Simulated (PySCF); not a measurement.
# H3NO (hydroxylamine) at CCSD(T)/STO-6G

Aim: the energy change on altering one bond length of H3NO (hydroxylamine) at CCSD(T)/STO-6G, from 2 runs. 

The results are computed with PySCF 2.14.0.

8 further runs of the same task are left out: 8 set aside as unsound or not needed.

### 1 The molecule

H3NO: 5 atoms, total charge 0, spin state singlet. SMILES: `NO`. The coordinates come from a PBE0-D4/def2-TZVP relaxation. This is one conformer, not always the lowest.

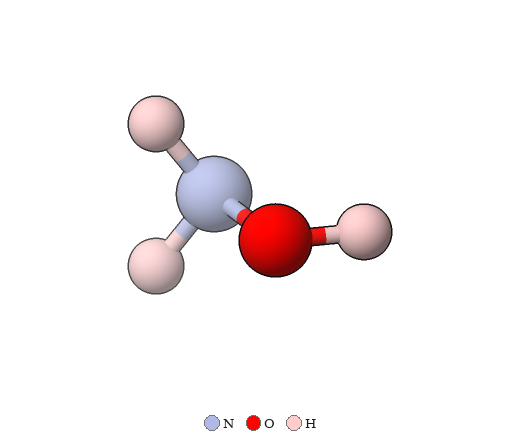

The structure, seen from a chosen angle (nitrogen light blue, oxygen red, hydrogen pink).

### 2 The energy at CCSD(T)/STO-6G

run.py reads:

```python
# hydroxylamine
from pyscf import gto, cc

system = gto.M(
    atom='''
N   -0.165120  -0.361290  -0.321170
O    0.364460   0.666040   0.508060
H   -0.162690  -1.190020   0.266770
H   -1.141650  -0.109840  -0.446210
H    1.105010   0.995100  -0.007440
''',
    max_memory=1860,
    verbose=4,
    basis='sto-6g',
)

mf = system.RHF()
mf.conv_tol = 1e-10
mf.kernel()
if not mf.converged:
    mf = mf.newton().run(mf.mo_coeff, mf.mo_occ)

mycc = cc.CCSD(mf, frozen=2)
mycc.kernel()
e_t = mycc.ccsd_t()
energy = mycc.e_tot + e_t
print('E(%s) = %.9f' % ('CCSD(T)', energy))
```

Command:

```sh
OMP_NUM_THREADS=1 python run.py
```

Log:

```text
PySCF version 2.14.0

[... 57 lines left out ...]
converged SCF energy = -130.502674916066
[... 12 lines left out ...]
Init t2, MP2 energy = -130.584967593407  E_corr(MP2) -0.0822926773406904
[... 10 lines left out ...]
CCSD converged
[... 2 lines left out ...]
E(CCSD(T)) = -130.615041764
```

Wall time 0.86 s (1 thread of Arm Neoverse V1, shared host); peak memory 0.12 GiB.

### 3 The distorted shape at the same level

geometry.xyz reads:

```xyz
5
H3NO
N     -1.053813    -0.756177     0.297453
O     -0.524233     0.271153     1.126683
H     -1.051383    -1.584907     0.885393
H     -2.030343    -0.504727     0.172413
H      1.105010     0.995100    -0.007440
```

run.py reads:

```python
from pyscf import gto, cc

mol = gto.Mole()
mol.atom = 'geometry.xyz'
mol.verbose = 3
mol.max_memory = 1860
mol.basis = 'sto-6g'
mol.build()

mf = mol.RHF()
mf.conv_tol = 1e-10
mf.kernel()
if not mf.converged:
    mf = mf.newton().run(mf.mo_coeff, mf.mo_occ)

mycc = cc.CCSD(mf, frozen=2)
mycc.kernel()
e_t = mycc.ccsd_t()
e_tot = mycc.e_tot + e_t
print('E(%s) = %.9f' % ('CCSD(T)', e_tot))
```

Command:

```sh
OMP_NUM_THREADS=1 python run.py
```

Log:

```text
converged SCF energy = -130.211939381128
E(CCSD) = -130.4923835365603  E_corr = -0.2804441554322221
CCSD(T) correction = -0.00622820563680139
E(CCSD(T)) = -130.498611742
```

It took 0.9 s on 1 thread of Arm Neoverse V1, shared host; peak memory 0.12 GiB.

### 4 Summary of results

At CCSD(T)/STO-6G, 2 core orbitals frozen:

| quantity | value |
| --- | --- |
| first shape: total energy | -130.61504 Eh |
| first shape: dipole moment (Hartree–Fock density) | 0.40 D |
| first shape: HOMO energy (Hartree–Fock orbitals) | -9.29 eV |
| first shape: LUMO energy (Hartree–Fock orbitals) | 14.68 eV |
| first shape: HOMO–LUMO gap (Hartree–Fock orbitals) | 23.98 eV |
| first shape: correlation energy (2 core orbitals frozen) | -112.4 mEh |
| first shape: (T) correction | -0.58 mEh |
| first shape: T1 diagnostic | 0.006 |
| distorted shape: total energy | -130.49861 Eh |
| distorted shape: dipole moment (Hartree–Fock density) | 1.58 D |
| distorted shape: HOMO energy (Hartree–Fock orbitals) | -6.27 eV |
| distorted shape: LUMO energy (Hartree–Fock orbitals) | 2.83 eV |
| distorted shape: HOMO–LUMO gap (Hartree–Fock orbitals) | 9.10 eV |
| distorted shape: correlation energy (2 core orbitals frozen) | -286.7 mEh |
| distorted shape: (T) correction | -6.23 mEh |
| distorted shape: T1 diagnostic | 0.014 |
| energy change with the O2–H5 bond stretched from 0.960 to 2.113 Å | 3.168 eV |

In words: One bond (distorted shape) is far stretched, which a spin-restricted single reference describes badly; perturbation theory on it can break down and give far too much correlation. With the O2–H5 bond stretched from 0.960 to 2.113 Å the energy rises by 3.17 eV (306 kJ/mol). The first shape isn't relaxed at this level, so the change isn't measured from a minimum. A restricted reference can't describe the breaking bond well at this length. The minimal basis adds a large error of its own. The triples (first shape) make up 0.5 % of the correlation energy. Mulliken charges (distorted shape) of the mean-field density run from -0.30 on N1 to +0.18 on H3. The triples (distorted shape) make up 2.2 % of the correlation energy.
